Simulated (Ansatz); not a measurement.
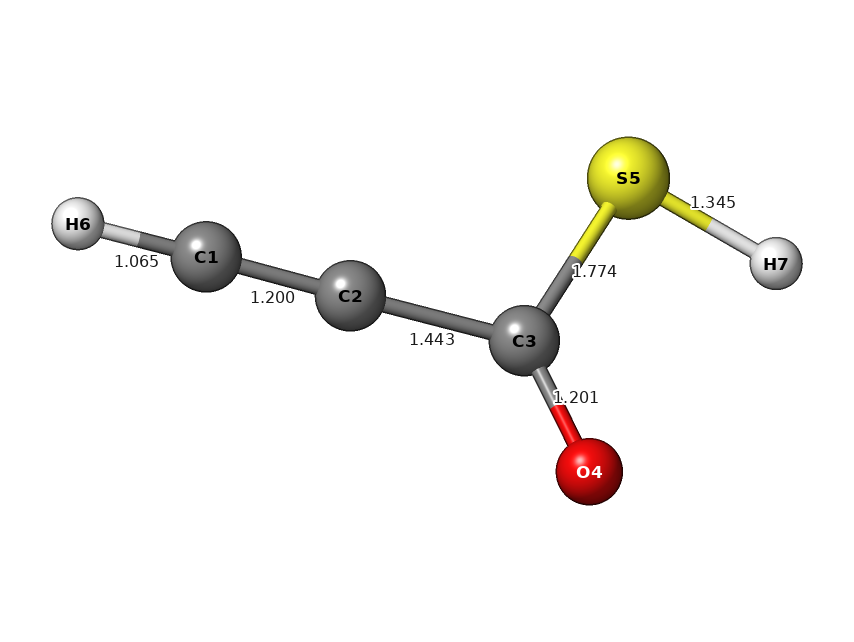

Bond lengths are marked in Å; every bond is drawn as one stick. Computed geometry: PBE0-D4/def2-TZVP optimisation.

Q: Which of the marked bonds are single, double, triple or aromatic?

A: C1–C2 triple; C1–H6 single; C2–C3 single; C3–O4 double; C3–S5 single; S5–H7 single.

Q: Give the structure as SMILES.

A: C#CC(=O)S
